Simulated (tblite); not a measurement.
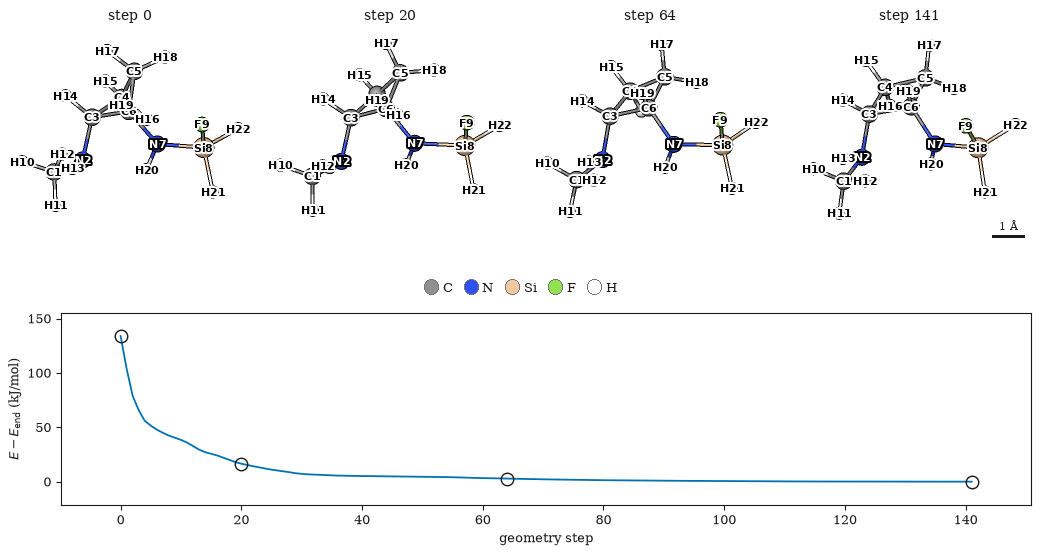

Frames of a relaxation of C5H13FN2Si, marked on the history of the run. Style: ball-and-stick. Shown at a tilt.

The calculation used tblite 0.8.0, GFN2-xTB geometry optimisation, gas phase. 

Describe the path.

Answer. The largest moves after the best rigid fit, 1.43 Å, are those of H16, H17 and H18. Largest moves by element: H 1.43 Å, C 0.66 Å, F 0.61 Å, Si 0.48 Å, N 0.37 Å. Near-neighbour distances that change, for instance: Si8–F9 1.689 → 1.611 Å, C5–C6 1.508 → 1.548 Å, N7–Si8 1.744 → 1.705 Å, C5–H17 1.121 → 1.087 Å. Bond angles that change, for instance: N7–C6–H19 118.4° → 108.4°, C4–C5–H17 105.2° → 114.4°, N7–Si8–H22 109.2° → 118.1°. Groups turn about C5–C6 by about 45°, C4–C5 by about 40°, C3–C6 by about 35°. The energy falls by 133.9 kJ/mol in 141 geometry steps. The run took 1.3 s on 1 thread of Arm Neoverse V1 (shared host). From step 0 to 20: H17 moves most (0.65 Å), energy −117.4 kJ/mol. From step 20 to 64: H atoms move most (0.59 Å), energy −13.7 kJ/mol. From step 64 to 141: F9 moves most (0.55 Å), energy −2.84 kJ/mol.

| step | E − E(0), kJ/mol |
| --- | --- |
| 0 | 0.00 |
| 1 | -30.12 |
| 2 | -54.96 |
| 3 | -68.15 |
| 4 | -77.90 |
| 5 | -82.35 |
| 6 | -86.07 |
| 7 | -88.94 |
| 8 | -91.52 |
| 9 | -93.48 |
| 10 | -95.43 |
| 17 | -111.83 |
| 24 | -121.82 |
| 31 | -127.10 |
| 38 | -128.52 |
| 44 | -128.96 |
| 51 | -129.37 |
| 58 | -130.31 |
| 65 | -131.13 |
| 72 | -131.87 |
| 79 | -132.46 |
| 86 | -132.82 |
| 93 | -133.11 |
| 100 | -133.36 |
| 107 | -133.52 |
| 113 | -133.68 |
| 120 | -133.75 |
| 127 | -133.77 |
| 134 | -133.82 |
| 141 | -133.87 |
